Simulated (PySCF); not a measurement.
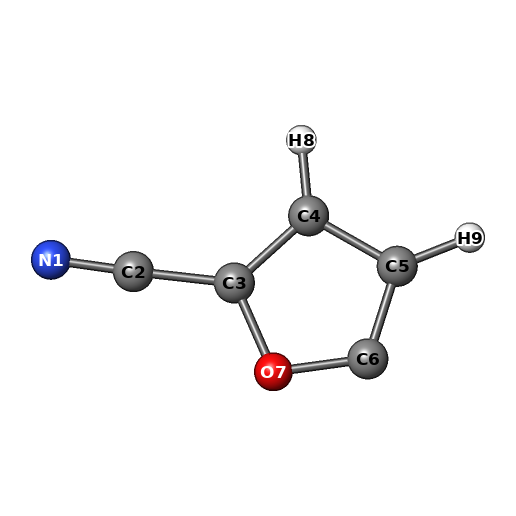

State: neutral, doublet. The geometry was computed by an optimisation with GFN2-xTB. No frequency run is at hand to confirm it as a minimum. Properties computed with UKS B3LYP, pcH-1 on C H N O, non-relativistic (PySCF 2.14.0).

Give the isotropic hyperfine couplings (Fermi-contact term alone) of N1, C2, C3, C4, C5, C6, O7, H8, H9.

| atom | isotope | a_iso (MHz) |
| --- | --- | --- |
| N1 | 14N | −0.2 |
| C2 | 13C | 4.7 |
| C3 | 13C | 59.1 |
| C4 | 13C | 31.5 |
| C5 | 13C | 76.7 |
| C6 | 13C | 657.8 |
| O7 | 17O | −138.1 |
| H8 | 1H | 9.1 |
| H9 | 1H | 7.0 |
